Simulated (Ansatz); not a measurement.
**CH₅FSi: single points with varied inputs**

How do the results and run time of CH₅FSi respond when the settings are drawn wide?

Method: the settings change from run to run; program: Ansatz 0.2.0, Gaussian basis.

### Step 1. The molecule

The geometry comes from an earlier relaxation with PBE0-D4 in a triple-zeta def2 set; it is a stationary point, not always the lowest conformer.

8 atoms, charge 0, spin multiplicity 1.

Atoms are counted from 1 here; the program's logs count them from 0.

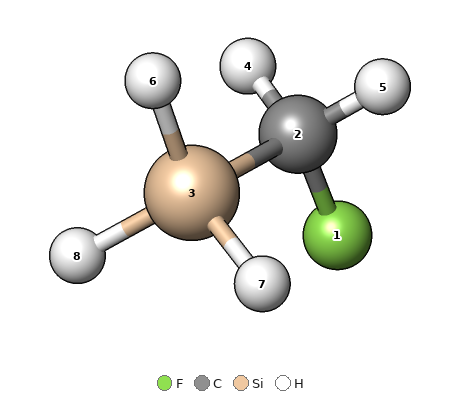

The structure; fluorine green, carbon grey, silicon light orange, hydrogen white; atoms are numbered from 1 in the order of the file.

### Step 2. CAM-B3LYP/aug-cc-pVTZ

This run has atoms shaken by 0.03 Å, a grid of angular degree 11, D3(BJ) dispersion.

Contents of in.yaml:

```yaml
crystal:
  periodic: [false, false, false]
  atoms:
    - {symbol: F, position_ang: [-0.730416, -0.583694, -1.776518]}
    - {symbol: C, position_ang: [-0.486367, 0.433396, -0.698207]}
    - {symbol: Si, position_ang: [0.518051, -0.320259, 0.742974]}
    - {symbol: H, position_ang: [-1.447679, 0.782119, -0.368174]}
    - {symbol: H, position_ang: [0.029053, 1.295792, -1.166714]}
    - {symbol: H, position_ang: [0.677951, 0.651097, 1.746511]}
    - {symbol: H, position_ang: [1.796146, -0.829179, 0.194894]}
    - {symbol: H, position_ang: [-0.255041, -1.419163, 1.261397]}
basis:
  gaussian: {orbitals: aug-cc-pVTZ, final_grid: {core_spheres: 5, valence_spheres: 4, degree: 11}}
hamiltonian: {xc: {name: CAM-B3LYP}, dispersion: d3bj}
```

Command:

```console
ansatz run in.yaml --threads 2 --pin off --events-out ev --progress --plain --max-ram 4352MiB
```

What it wrote:

```text
Functional definition: CAM-B3LYP
  name "CAM-B3LYP"
  cite "Yanai, Tew & Handy, Chem. Phys. Lett. 393, 51 (2004) doi:10.1016/j.cplett.2004.06.011"
  cite "Iikura, Tsuneda, Yanai & Hirao, J. Chem. Phys. 115, 3540 (2001) doi:10.1063/1.1383587"
  cite "Becke, Phys. Rev. A 38, 3098 (1988) doi:10.1103/PhysRevA.38.3098"
  cite "Lee, Yang & Parr, Phys. Rev. B 37, 785 (1988) doi:10.1103/PhysRevB.37.785"
  cite "Vosko, Wilk & Nusair, Can. J. Phys. 58, 1200 (1980) doi:10.1139/p80-159"
  parameter alpha = 0.19
  parameter beta = 0.46
  parameter omega = 0.33/bohr
  parameter ac = 0.81
  # Exact exchange under (alpha + beta erf(omega r))/r, Becke's under what is left of 1/r.
  exchange = (1 - alpha - beta)*b88_x + beta*b88_x_sr(omega) + alpha*exact_x + beta*exact_x_lr(omega)
  correlation = (1 - ac)*vwn5_c + ac*lyp_c
1069 factors; their error is unknown
420 factors; integrals over basis functions are off by at most 2.8e-5 eV
mean field evaluation 1: about -11711.0363 eV, gradient 3.1e1 eV
mean field evaluation 2: about -11711.4640 eV, gradient 3.0e1 eV
mean field evaluation 4: about -11712.9888 eV, gradient 2.3e0 eV
mean field evaluation 8: about -11712.9898 eV, gradient 9.7e-2 eV
mean field evaluation 16: about -11713.0110 eV, gradient 3.1e-5 eV
mean field -11713.01103694 eV, -430.4452162437 hartree, gradient 3.9e-5 eV, S^2 0.000000; 0 other end points of the search recorded, 0 dependent functions left out
reference -11713.01121581 eV, -430.4452228168 hartree; 17, 17 occupied and 240, 240 virtual orbitals, 1069 factors
Total energy: -11713.10053190 eV, -430.4485051225 hartree
```

Wall time 2.7 s (2 threads of Arm Neoverse V2, shared host); peak memory 0.55 GiB.

### Step 3. r2SCAN50/STO-3G

Options: density fitting with def2-universal-jkfit, D4 dispersion, the search for lower states set to off.

Contents of in.yaml:

```yaml
crystal:
  periodic: [false, false, false]
  atoms:
    - {symbol: F, position_ang: [-0.715547, -0.521911, -1.724950]}
    - {symbol: C, position_ang: [-0.496028, 0.415235, -0.720960]}
    - {symbol: Si, position_ang: [0.491995, -0.357652, 0.699458]}
    - {symbol: H, position_ang: [-1.469417, 0.778078, -0.373937]}
    - {symbol: H, position_ang: [0.039012, 1.264989, -1.158242]}
    - {symbol: H, position_ang: [0.693168, 0.689801, 1.736771]}
    - {symbol: H, position_ang: [1.809890, -0.828580, 0.204688]}
    - {symbol: H, position_ang: [-0.260773, -1.497059, 1.281272]}
basis:
  gaussian: {orbitals: STO-3G, fitting: {mean_field: def2-universal-jkfit}}
hamiltonian: {xc: {name: r2SCAN50}, dispersion: d4}
scf: {lower_state_search: off}
```

The command is unchanged.

What it wrote (excerpt; [...] marks lines left out):

```text
Functional definition: r2SCAN50
  name "r2SCAN50"
  cite "Bursch, Neugebauer, Ehlert & Grimme, J. Chem. Phys. 156, 134105 (2022) doi:10.1063/5.0086040"
  cite "Furness, Kaplan, Ning, Perdew & Sun, J. Phys. Chem. Lett. 11, 8208 (2020) doi:10.1021/acs.jpclett.0c02405"
  cite "Furness, Kaplan, Ning, Perdew & Sun, J. Phys. Chem. Lett. 11, 9248 (2020) doi:10.1021/acs.jpclett.0c03077"
  parent r2scan
[...]
370 factors; integrals over basis functions are off by at most 7.5e-3 eV
[...]
mean field -11567.10530976 eV, -425.0832796681 hartree, gradient 8.8e-6 eV, S^2 0.000000; 0 other end points of the search recorded, 0 dependent functions left out
reference -11567.10531278 eV, -425.0832797789 hartree; 17, 17 occupied and 7, 7 virtual orbitals, 370 factors
Total energy: -11567.13843264 eV, -425.0844969114 hartree
Checks for a lower state left out: stability, starts, cluster_reference, orbital_swaps, neighbouring_geometries, increment
```

Wall time 0.55 s (2 threads of Arm Neoverse V2, shared host).

### Step 4. wB97/x2c-TZVPPall

Options: unrestricted orbitals, coordinates scaled by 1.12, high accuracy.

Contents of in.yaml:

```yaml
crystal:
  periodic: [false, false, false]
  atoms:
    - {symbol: F, position_ang: [-0.801413, -0.584540, -1.931944]}
    - {symbol: C, position_ang: [-0.555551, 0.465064, -0.807475]}
    - {symbol: Si, position_ang: [0.551035, -0.400570, 0.783392]}
    - {symbol: H, position_ang: [-1.645747, 0.871447, -0.418810]}
    - {symbol: H, position_ang: [0.043693, 1.416788, -1.297232]}
    - {symbol: H, position_ang: [0.776349, 0.772577, 1.945183]}
    - {symbol: H, position_ang: [2.027077, -0.928010, 0.229251]}
    - {symbol: H, position_ang: [-0.292066, -1.676706, 1.435024]}
basis:
  gaussian: {orbitals: x2c-TZVPPall}
magnetization: {spin_polarized: true, initial_magnetization: 0}
hamiltonian: {xc: {name: wB97}}
accuracy: high
output: {forces: true}
```

The command is unchanged.

What it wrote (excerpt; [...] marks lines left out):

```text
Functional definition: wB97
  name "wB97"
  cite "Chai & Head-Gordon, J. Chem. Phys. 128, 084106 (2008) doi:10.1063/1.2834918"
  cite "Becke, J. Chem. Phys. 107, 8554 (1997) doi:10.1063/1.475007"
[...]
  # The coefficients of nought are those of the uniform gas.
[...]
      + integral(e_c_pw_opposite_spin*poly(b97_u_opposite, 1, cos1, cos2, cos3, cos4))
3034 factors; integrals over basis functions are off by at most 5.1e-9 eV
618 factors; integrals over basis functions are off by at most 2.5e-9 eV
[...]
mean field -11731.02307653 eV, -431.1071464895 hartree, gradient 4.7e-8 eV, S^2 0.000000; 0 other end points of the search recorded, 0 dependent functions left out
[...]
reference -11731.02307548 eV, -431.1071464510 hartree; 17, 17 occupied and 157, 157 virtual orbitals, 3034 factors
Total energy: -11731.02307548 eV, -431.1071464510 hartree
Relativity: scalar
Atom 0 at    -0.801413    -0.584540    -1.931944 Å, force     0.609677     2.555885     2.759291 eV/Å
Atom 1 at    -0.555551     0.465064    -0.807475 Å, force    -0.348978     0.454250    -0.389119 eV/Å
Atom 2 at     0.551035    -0.400570     0.783392 Å, force    -0.156528    -0.054224    -0.334708 eV/Å
Atom 3 at    -1.645747     0.871447    -0.418810 Å, force     2.811080    -1.289836    -1.202456 eV/Å
Atom 4 at     0.043693     1.416788    -1.297232 Å, force    -1.583024    -2.708226     1.082251 eV/Å
Atom 5 at     0.776349     0.772577     1.945183 Å, force    -0.365410    -1.643739    -1.723443 eV/Å
Atom 6 at     2.027077    -0.928010     0.229251 Å, force    -2.171283     0.798040     0.781652 eV/Å
Atom 7 at    -0.292066    -1.676706     1.435024 Å, force     1.204465     1.887850    -0.973468 eV/Å
Dipole moment:     0.084567     0.315921     0.358775 e Å
```

It took 32 s on 2 threads of Arm Neoverse V2, shared host; peak memory 1.2 GiB.

Largest force 3.810 eV/Å, dipole 2.33 D, ⟨S²⟩ 0.000.

### Step 5. SPW92/def2-TZVP

Options: atoms shaken by 0.15 Å, density fitting with def2-universal-jkfit.

Contents of in.yaml:

```yaml
crystal:
  periodic: [false, false, false]
  atoms:
    - {symbol: F, position_ang: [-0.625380, -0.807241, -1.749199]}
    - {symbol: C, position_ang: [-0.627963, 0.344028, -0.773862]}
    - {symbol: Si, position_ang: [0.368708, -0.459151, 0.690540]}
    - {symbol: H, position_ang: [-1.576369, 0.667922, -0.433517]}
    - {symbol: H, position_ang: [0.148128, 1.219669, -1.446485]}
    - {symbol: H, position_ang: [0.589469, 0.659236, 1.746587]}
    - {symbol: H, position_ang: [1.929695, -0.984644, 0.192050]}
    - {symbol: H, position_ang: [-0.135629, -1.416691, 1.509945]}
basis:
  gaussian: {orbitals: def2-TZVP, fitting: {mean_field: def2-universal-jkfit}}
hamiltonian: {xc: {name: SPW92}}
output: {forces: true}
```

Same command.

What it wrote (excerpt; [...] marks lines left out):

```text
Functional definition: SPW92
  name "SPW92"
  cite "Dirac, Proc. Camb. Phil. Soc. 26, 376 (1930) doi:10.1017/S0305004100016108"
  cite "Slater, Phys. Rev. 81, 385 (1951) doi:10.1103/PhysRev.81.385"
  cite "Perdew & Wang, Phys. Rev. B 45, 13244 (1992) doi:10.1103/PhysRevB.45.13244"
[...]
370 factors; integrals over basis functions are off by at most 1.6e0 eV
[...]
mean field -11652.64413327 eV, -428.2267734518 hartree, gradient 2.5e-5 eV, S^2 0.000000; 0 other end points of the search recorded, 0 dependent functions left out
[...]
reference -11652.64416921 eV, -428.2267747725 hartree; 17, 17 occupied and 112, 112 virtual orbitals, 370 factors
Total energy: -11652.64416921 eV, -428.2267747725 hartree
Atom 0 at    -0.625380    -0.807241    -1.749199 Å, force    -0.822045     2.011668     1.586179 eV/Å
Atom 1 at    -0.627963     0.344028    -0.773862 Å, force     5.284233    -1.234050    -2.806798 eV/Å
Atom 2 at     0.368708    -0.459151     0.690540 Å, force     3.592853     3.026697    -1.979394 eV/Å
Atom 3 at    -1.576369     0.667922    -0.433517 Å, force    -1.585338     0.489238    -0.348156 eV/Å
Atom 4 at     0.148128     1.219669    -1.446485 Å, force    -2.599113    -2.260523     2.341647 eV/Å
Atom 5 at     0.589469     0.659236     1.746587 Å, force     0.007087    -0.341190    -0.664593 eV/Å
Atom 6 at     1.929695    -0.984644     0.192050 Å, force    -2.243409     0.763401     0.532340 eV/Å
Atom 7 at    -0.135629    -1.416691     1.509945 Å, force    -1.634268    -2.455240     1.338775 eV/Å
Dipole moment:    -0.130085     0.258417     0.167403 e Å
```

It took 0.65 s on 2 threads of Arm Neoverse V2, shared host.

Largest force 6.109 eV/Å, dipole 1.61 D.

### Step 6. PBE0-DH/cc-pVDZ

This run has high accuracy.

Contents of in.yaml:

```yaml
crystal:
  periodic: [false, false, false]
  atoms:
    - {symbol: F, position_ang: [-0.715547, -0.521911, -1.724950]}
    - {symbol: C, position_ang: [-0.496028, 0.415235, -0.720960]}
    - {symbol: Si, position_ang: [0.491995, -0.357652, 0.699458]}
    - {symbol: H, position_ang: [-1.469417, 0.778078, -0.373937]}
    - {symbol: H, position_ang: [0.039012, 1.264989, -1.158242]}
    - {symbol: H, position_ang: [0.693168, 0.689801, 1.736771]}
    - {symbol: H, position_ang: [1.809890, -0.828580, 0.204688]}
    - {symbol: H, position_ang: [-0.260773, -1.497059, 1.281272]}
basis:
  gaussian: {orbitals: cc-pVDZ}
hamiltonian: {xc: {name: PBE0-DH}}
accuracy: high
```

The command is unchanged.

What it wrote (excerpt; [...] marks lines left out):

```text
Functional definition: PBE0-DH
  name "PBE0-DH"
  cite "Brémond & Adamo, J. Chem. Phys. 135, 024106 (2011) doi:10.1063/1.3604569"
  cite "Perdew, Burke & Ernzerhof, Phys. Rev. Lett. 77, 3865 (1996) doi:10.1103/PhysRevLett.77.3865"
[...]
1665 factors; integrals over basis functions are off by at most 3.7e-9 eV
[...]
mean field -11702.34327055 eV, -430.0531830596 hartree, gradient 1.1e-8 eV, S^2 0.000000; 0 other end points of the search recorded, 0 dependent functions left out
7 core orbitals not correlated: weight in the atoms' cores, before any rotation towards them, 1.000 or more for the frozen orbitals, at most 0.000 for the correlated occupied ones
reference -11702.34327207 eV, -430.0531831156 hartree; 10, 10 occupied and 54, 54 virtual orbitals, 1665 factors
second order -14.42903361 eV of doubles, -0.00000000 eV of singles
Total energy: -11704.14690128 eV, -430.1194652662 hartree
```

It took 3.5 s on 2 threads of Arm Neoverse V2, shared host.

### Step 7. PBE0-DH/cc-pVTZ-DK

This run has density fitting with def2-universal-jkfit, high accuracy.

Edit in.yaml of step 6 so:

```diff
@@ -12,3 +12,3 @@
 basis:
-  gaussian: {orbitals: cc-pVDZ}
+  gaussian: {orbitals: cc-pVTZ-DK, fitting: {mean_field: def2-universal-jkfit}}
 hamiltonian: {xc: {name: PBE0-DH}}
```

The command is unchanged.

What it wrote (excerpt; [...] marks lines left out):

```text
Functional definition: PBE0-DH
  name "PBE0-DH"
  cite "Brémond & Adamo, J. Chem. Phys. 135, 024106 (2011) doi:10.1063/1.3604569"
  cite "Perdew, Burke & Ernzerhof, Phys. Rev. Lett. 77, 3865 (1996) doi:10.1103/PhysRevLett.77.3865"
[...]
370 factors; integrals over basis functions are off by at most 1.1e0 eV
[...]
mean field -11723.32822802 eV, -430.8243660223 hartree, gradient 3.4e-8 eV, S^2 0.000000; 0 other end points of the search recorded, 0 dependent functions left out
7 core orbitals not correlated: weight in the atoms' cores, before any rotation towards them, 1.000 or more for the frozen orbitals, at most 0.000 for the correlated occupied ones
reference -11723.32822981 eV, -430.8243660882 hartree; 10, 10 occupied and 147, 147 virtual orbitals, 370 factors
second order -18.27314966 eV of doubles, -0.00000000 eV of singles
Total energy: -11725.61237352 eV, -430.9083068212 hartree
Relativity: scalar
```

Wall time 4.5 s (2 threads of Arm Neoverse V2, shared host).

### Step 8. LC-wPBE/6-31++G**

This run has charge +1, multiplicity 2, high accuracy.

Edit in.yaml of step 7 so:

```diff
@@ -12,4 +12,7 @@
 basis:
-  gaussian: {orbitals: cc-pVTZ-DK, fitting: {mean_field: def2-universal-jkfit}}
-hamiltonian: {xc: {name: PBE0-DH}}
+  gaussian: {orbitals: "6-31++G**"}
+total_charge: 1
+magnetization: {spin_polarized: true, initial_magnetization: 1}
+hamiltonian: {xc: {name: LC-wPBE}}
 accuracy: high
+output: {forces: true}
```

The command is unchanged.

What it wrote (excerpt; [...] marks lines left out):

```text
Functional definition: LC-wPBE
  name "LC-wPBE"
  cite "Vydrov & Scuseria, J. Chem. Phys. 125, 234109 (2006) doi:10.1063/1.2409292"
  cite "Heyd & Scuseria, J. Chem. Phys. 120, 7274 (2004) doi:10.1063/1.1668634"
  cite "Ernzerhof & Perdew, J. Chem. Phys. 109, 3313 (1998) doi:10.1063/1.476928"
  cite "Perdew, Burke & Ernzerhof, Phys. Rev. Lett. 77, 3865 (1996) doi:10.1103/PhysRevLett.77.3865"
  parent pbe
[...]
1959 factors; integrals over basis functions are off by at most 3.8e-9 eV
566 factors; integrals over basis functions are off by at most 2.0e-9 eV
[...]
mean field -11696.32975658 eV, -429.8321904971 hartree, gradient 2.9e-8 eV, S^2 0.753608; 4 other end points of the search recorded, 0 dependent functions left out
[...]
reference -11696.32975658 eV, -429.8321904972 hartree; 17, 16 occupied and 74, 75 virtual orbitals, 1959 factors
Total energy: -11696.32975658 eV, -429.8321904972 hartree
Atom 0 at    -0.715547    -0.521911    -1.724950 Å, force     0.765382     1.560616     2.440874 eV/Å
Atom 1 at    -0.496028     0.415235    -0.720960 Å, force    -2.986104     0.501135    -5.431948 eV/Å
Atom 2 at     0.491995    -0.357652     0.699458 Å, force     2.473298    -2.066259     3.474033 eV/Å
Atom 3 at    -1.469417     0.778078    -0.373937 Å, force    -0.267640    -0.683756     0.949348 eV/Å
Atom 4 at     0.039012     1.264989    -1.158242 Å, force     1.161146    -0.222543     0.206448 eV/Å
Atom 5 at     0.693168     0.689801     1.736771 Å, force    -0.420808     0.367919    -0.580907 eV/Å
Atom 6 at     1.809890    -0.828580     0.204688 Å, force    -0.337685     0.279498    -0.541904 eV/Å
Atom 7 at    -0.260773    -1.497059     1.281272 Å, force    -0.387589     0.263390    -0.515943 eV/Å
Dipole moment:    -0.023798     0.459373     0.239419 e Å
```

It took 10 s on 2 threads of Arm Neoverse V2, shared host; peak memory 0.35 GiB.

Largest force 6.219 eV/Å, ⟨S²⟩ 0.754.

### Step 9. revPBE0/def2-SVPD

Options: finite nuclei, a point charge of 1.00 e beside it.

Edit in.yaml of step 8 so:

```diff
@@ -12,7 +12,3 @@
 basis:
-  gaussian: {orbitals: "6-31++G**"}
-total_charge: 1
-magnetization: {spin_polarized: true, initial_magnetization: 1}
-hamiltonian: {xc: {name: LC-wPBE}}
-accuracy: high
-output: {forces: true}
+  gaussian: {orbitals: def2-SVPD, nuclear_model: gaussian, point_charges: [{charge: 1.00, position_ang: [6.130, -0.994, -0.252]}]}
+hamiltonian: {xc: {name: revPBE0}}
```

The command is unchanged.

What it wrote (excerpt; [...] marks lines left out):

```text
Functional definition: revPBE0
  name "revPBE0"
  cite "Zhang & Yang, Phys. Rev. Lett. 80, 890 (1998) doi:10.1103/PhysRevLett.80.890"
  cite "Adamo & Barone, J. Chem. Phys. 110, 6158 (1999) doi:10.1063/1.478522"
  cite "Perdew, Burke & Ernzerhof, Phys. Rev. Lett. 77, 3865 (1996) doi:10.1103/PhysRevLett.77.3865"
[...]
919 factors; their error is unknown
[...]
mean field -11704.20570844 eV, -430.1216263898 hartree, gradient 1.8e-5 eV, S^2 0.000000; 0 other end points of the search recorded, 0 dependent functions left out
reference -11704.20574677 eV, -430.1216277983 hartree; 17, 17 occupied and 90, 90 virtual orbitals, 919 factors
Total energy: -11704.20574677 eV, -430.1216277983 hartree
```

Run time: 1.2 s. Hardware: 2 threads of Arm Neoverse V2, shared host.

### Step 10. wB97X/def2-SVP

Options: atoms shaken by 0.03 Å, density fitting with cc-pVTZ-jkfit.

Contents of in.yaml:

```yaml
crystal:
  periodic: [false, false, false]
  atoms:
    - {symbol: F, position_ang: [-0.736654, -0.494054, -1.693216]}
    - {symbol: C, position_ang: [-0.508873, 0.373812, -0.737245]}
    - {symbol: Si, position_ang: [0.534238, -0.365189, 0.742705]}
    - {symbol: H, position_ang: [-1.475242, 0.748788, -0.389882]}
    - {symbol: H, position_ang: [0.074647, 1.257467, -1.165034]}
    - {symbol: H, position_ang: [0.715899, 0.682427, 1.761593]}
    - {symbol: H, position_ang: [1.836690, -0.845833, 0.175712]}
    - {symbol: H, position_ang: [-0.270816, -1.471370, 1.330547]}
basis:
  gaussian: {orbitals: def2-SVP, fitting: {mean_field: cc-pVTZ-jkfit}}
hamiltonian: {xc: {name: wB97X}}
```

Launched as before.

What it wrote (excerpt; [...] marks lines left out):

```text
Functional definition: wB97X
  name "wB97X"
  cite "Chai & Head-Gordon, J. Chem. Phys. 128, 084106 (2008) doi:10.1063/1.2834918"
  cite "Becke, J. Chem. Phys. 107, 8554 (1997) doi:10.1063/1.475007"
[...]
  # The coefficients of nought are those of the uniform gas.
[...]
      + exact_x_lr(omega)
[...]
      + integral(e_c_pw_opposite_spin*poly(b97_u_opposite, 1, cos1, cos2, cos3, cos4))
429 factors; integrals over basis functions are off by at most 1.2e-1 eV
429 factors; integrals over basis functions are off by at most 3.4e-7 eV
[...]
mean field -11705.74336944 eV, -430.1781343890 hartree, gradient 1.1e-5 eV, S^2 0.000000; 0 other end points of the search recorded, 0 dependent functions left out
reference -11705.74334396 eV, -430.1781334528 hartree; 17, 17 occupied and 54, 54 virtual orbitals, 429 factors
Total energy: -11705.74334396 eV, -430.1781334528 hartree
```

It took 1.9 s on 2 threads of Arm Neoverse V2, shared host.

### Step 11. The runs in one table

```
                level  charge  multiplicity               geometry  functions  energy (eV)    time
CAM-B3LYP/aug-cc-pVTZ       0             1                 shaken        257   -11713.101   2.7 s
      r2SCAN50/STO-3G       0             1                relaxed         24   -11567.138  0.55 s
    wB97/x2c-TZVPPall       0             1                 scaled        174   -11731.023    32 s
      SPW92/def2-TZVP       0             1                 shaken        129   -11652.644  0.65 s
      PBE0-DH/cc-pVDZ       0             1                relaxed         71   -11704.147   3.5 s
   PBE0-DH/cc-pVTZ-DK       0             1                relaxed        164   -11725.612   4.5 s
    LC-wPBE/6-31++G**       1             2                relaxed         91   -11696.330    10 s
    revPBE0/def2-SVPD       0             1  relaxed, point charge        107   -11704.206   1.2 s
       wB97X/def2-SVP       0             1                 shaken         71   -11705.743   1.9 s
```

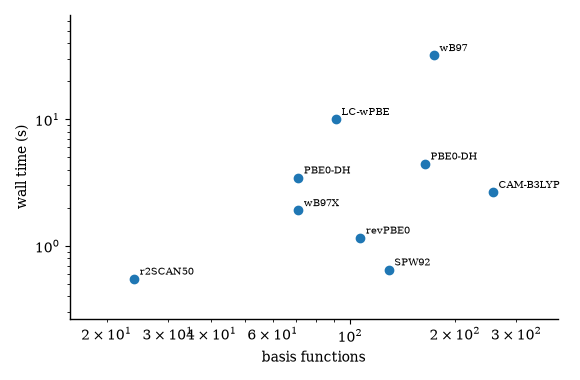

Wall time against the number of basis functions (shared host).

### Step 12. What came out

```
                                         quantity                    value
                                             runs                        9
                                         quickest  r2SCAN50/STO-3G, 0.55 s
                                          slowest  wB97/x2c-TZVPPall, 32 s
spread of total energies, same state and geometry                 158.5 eV
```

What this shows: wB97/x2c-TZVPPall took 58 times as long as r2SCAN50/STO-3G. The jobs differ in tasks and options as well as level. The totals spread over 158 eV; they can't be compared across methods or bases. Some of these runs are scalar-relativistic and others not, which shifts the totals of all-electron atoms past neon by eV; core potentials, where a basis has them, take the core out of the total altogether.
